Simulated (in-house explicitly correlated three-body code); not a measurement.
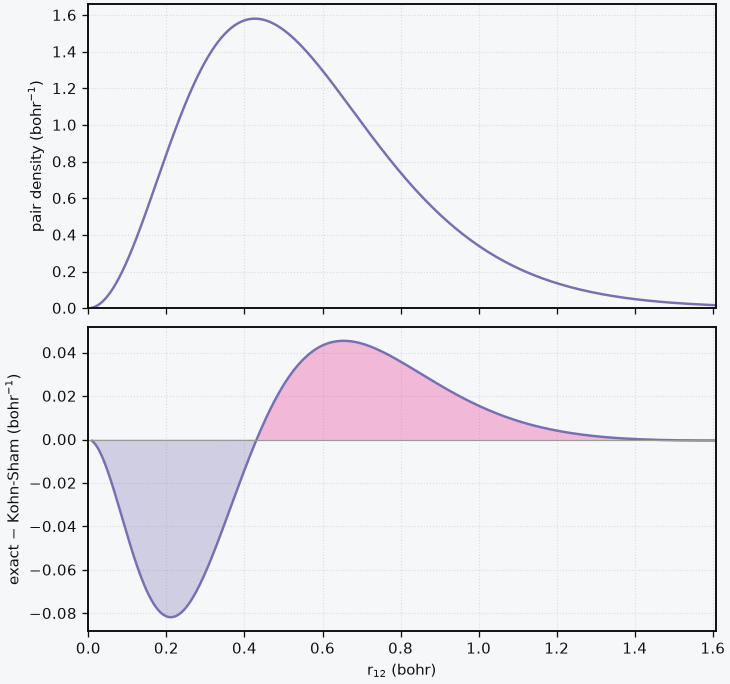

Two electrons around a point charge Z = 4.4. Computed variationally in 260 exponentially correlated functions with an in-house code, non-relativistic, converged to about 10⁻⁷ hartree. The plot shows the distribution of the distance r₁₂ between the electrons in the ground state (one pair, times 4πr₁₂²) and its difference from that of the Kohn-Sham determinant with the same density, the Coulomb hole.

Describe both curves.

Answer. The pair density peaks near r₁₂ = 0.43 bohr, and ⟨r₁₂⟩ = 0.5559 bohr. Correlation takes weight from short distances: the hole is deepest (−0.082 bohr⁻¹) near 0.21 bohr and first changes sign near 0.43 bohr, moving 2.0 % of the pair outwards. The mean cosine of the angle between the electrons is −0.0300, and the density-functional correlation energy is −44.49 millihartree.
